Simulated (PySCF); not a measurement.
CHF2O (SMILES O[C](F)F) (doublet)

```tsv
atom	x (Å)	y (Å)	z (Å)
O	-0.7741	-0.5853	0.2781
C	0.3922	0.0228	0.3303
F	0.4020	1.3299	0.0173
F	1.4089	-0.5793	-0.3126
H	-1.4204	-0.1852	-0.3303
```

Geometry: GFN2-xTB.

Method: UKS B3LYP, pcH-1 on C F H O, non-relativistic, mean-field spin-orbit, GIAO (PySCF 2.14.0, density-fitted response routines).

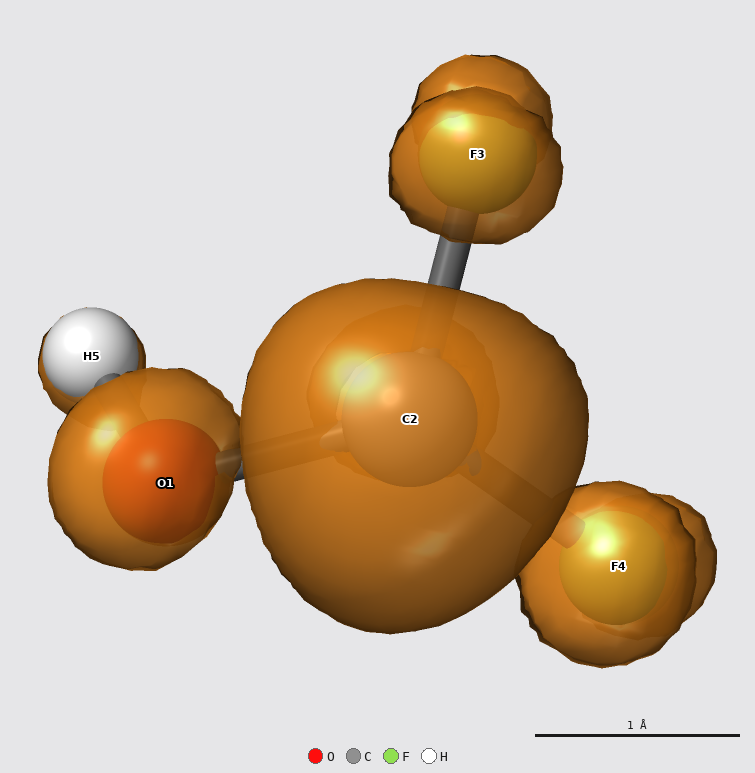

Figure 1. Isosurfaces of the spin density (α minus β) at +0.05 (orange) and −0.05 e/Å³ (purple), seen at a tilt.

> Describe the spin distribution.

The unpaired spin (1 electron) lies mostly on C2 (about 0.7), F4 (about 0.1), O1 (about 0.1) and F3 (about 0.1), in electrons by Hirshfeld's partition.

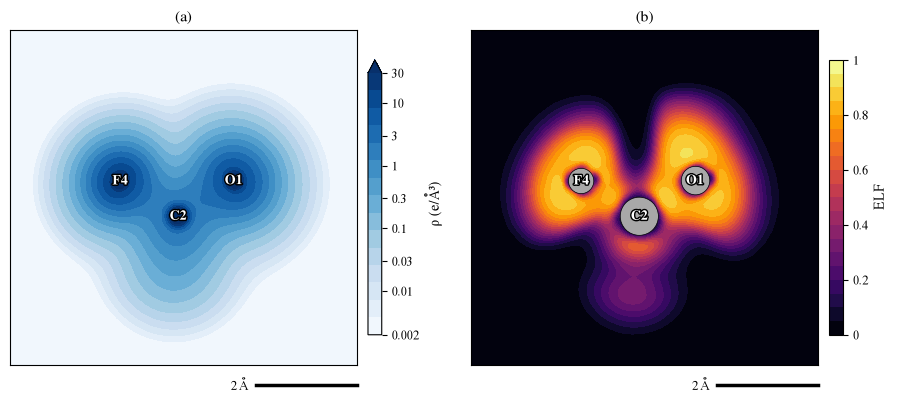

Figure 2. (a) total electron density; (b) ELF on the plane of atoms O1, C2 and F4. Grey discs cover the atomic cores in the ELF map.

> Read the bonding off the picture.

The plane passes through O, C and F nuclei.
C–O (1.32 Å): ρ is about 2.6 e/Å³ halfway; the ELF peaks at about 0.90 between the atoms (a shared but strongly polarised pair).
C–F (1.35 Å): the density is about 2.3 e/Å³ at the midpoint, with its minimum of 1.8 e/Å³ about 0.5 Å from C; the ELF peaks at about 0.80 between the atoms; a shared but strongly polarised pair.
The ELF also peaks beside O1 and F4, away from the bonds: non-bonding electrons, paired or unpaired.

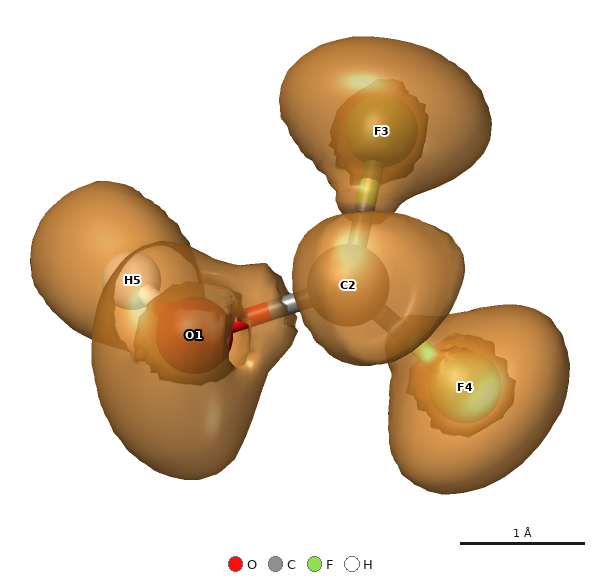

Figure 3. Isosurface of the electron localisation function at 0.75 (orange), seen across its widest extent. Core shells and regions of very low density are left out.

> Where are the electrons localised?

The ELF exceeds this value in two regions on F in which the atom's valence shell and bonds are merged, one lobe on C, pointing away from the bonds (non-bonding electrons) and one joined region spread over several atoms (H, O), in which their bonds and any lone pairs are merged. Along the contacts the grid gives the following. C–F (1.34 Å): the ELF peaks at about 0.85 between the atoms: a polar covalent bond.

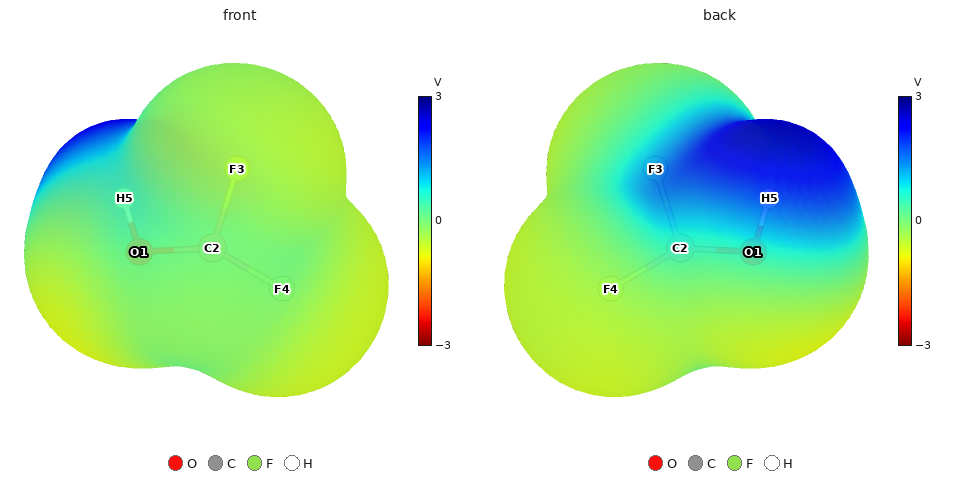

Figure 4. The electrostatic potential painted on the density surface at 0.001 e/bohr³, seen from the front and from behind; the colour scale runs from red (negative) to blue (positive).

> Describe the electrostatic potential map.

The most negative region (about −0.8 V) lies over O1, the most positive (about +2.7 V) over H5.
